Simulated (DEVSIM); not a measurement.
System: abrupt Si n-p junction, at 300 K.

```csv
layer (left to right),material,thickness (μm),Nd (cm⁻³),Na (cm⁻³),τn (s),τp (s)
1,Si,0.670,2e18,-,1.8e-6,1.8e-6
2,Si,35.0,-,1.2e17,1.8e-6,1.8e-6
```

Left contact: ohmic. Right contact: ohmic. Voltage is applied to the left contact. Recombination: SRH at mid-gap. Mobility is constant in doping.

Constants are typed, rounded textbook-type inputs, not results; the design itself was drawn at random and stands for no fabricated device. Values at 300 K.

```tsv
parameter	Si
gap (eV)	1.124
affinity (eV)	4.05
permittivity	11.7
Nc (cm⁻³)	2.86e19
Nv (cm⁻³)	3.1e19
μn (cm²/Vs)	1417
μp (cm²/Vs)	470
```

DEVSIM, 1D drift-diffusion, Boltzmann statistics, complete ionisation; no tunnelling, impact ionisation, image-force lowering or self-heating.

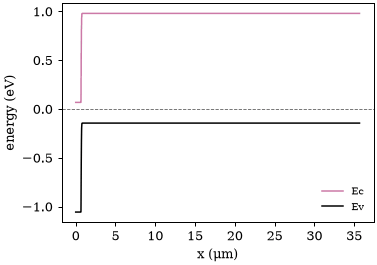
Fig. 1. Band edges at zero bias

Energies count from the Fermi level of the right contact; mesh points crowd at the junctions.

| x (μm) | Ec (eV) | Ev (eV) | n (cm⁻³) | p (cm⁻³) | field (V/cm) |
|---|---|---|---|---|---|
| 0.000 | 0.069 | -1.055 | 2.0e18 | < 1e2 | ≈ 0 |
| 0.02934 | 0.069 | -1.055 | 2.0e18 | < 1e2 | ≈ 0 |
| 0.09186 | 0.069 | -1.055 | 2.0e18 | < 1e2 | ≈ 0 |
| 0.2348 | 0.069 | -1.055 | 2.0e18 | < 1e2 | ≈ 0 |
| 0.5062 | 0.069 | -1.055 | 2.0e18 | < 1e2 | ≈ 0 |
| 0.6102 | 0.069 | -1.055 | 2.0e18 | < 1e2 | ≈ 0 |
| 0.6557 | 0.070 | -1.054 | 1.9e18 | < 1e2 | 3400 |
| 0.6903 | 0.461 | -0.663 | 5.1e11 | 2.3e8 | 140000 |
| 0.7461 | 0.928 | -0.196 | 7300 | 1.6e16 | 33000 |
| 0.8722 | 0.980 | -0.144 | 970 | 1.2e17 | ≈ 0 |
| 1.157 | 0.980 | -0.144 | 970 | 1.2e17 | ≈ 0 |
| 2.183 | 0.980 | -0.144 | 970 | 1.2e17 | ≈ 0 |
| 4.119 | 0.980 | -0.144 | 970 | 1.2e17 | ≈ 0 |
| 8.495 | 0.980 | -0.144 | 970 | 1.2e17 | ≈ 0 |
| 22.52 | 0.980 | -0.144 | 970 | 1.2e17 | ≈ 0 |
| 30.10 | 0.980 | -0.144 | 970 | 1.2e17 | ≈ 0 |
| 33.22 | 0.980 | -0.144 | 970 | 1.2e17 | ≈ 0 |
| 34.60 | 0.980 | -0.144 | 970 | 1.2e17 | ≈ 0 |
| 35.33 | 0.980 | -0.144 | 970 | 1.2e17 | ≈ 0 |
| 35.53 | 0.980 | -0.144 | 970 | 1.2e17 | ≈ 0 |
| 35.62 | 0.980 | -0.144 | 970 | 1.2e17 | ≈ 0 |
| 35.67 | 0.980 | -0.144 | 970 | 1.2e17 | ≈ 0 |
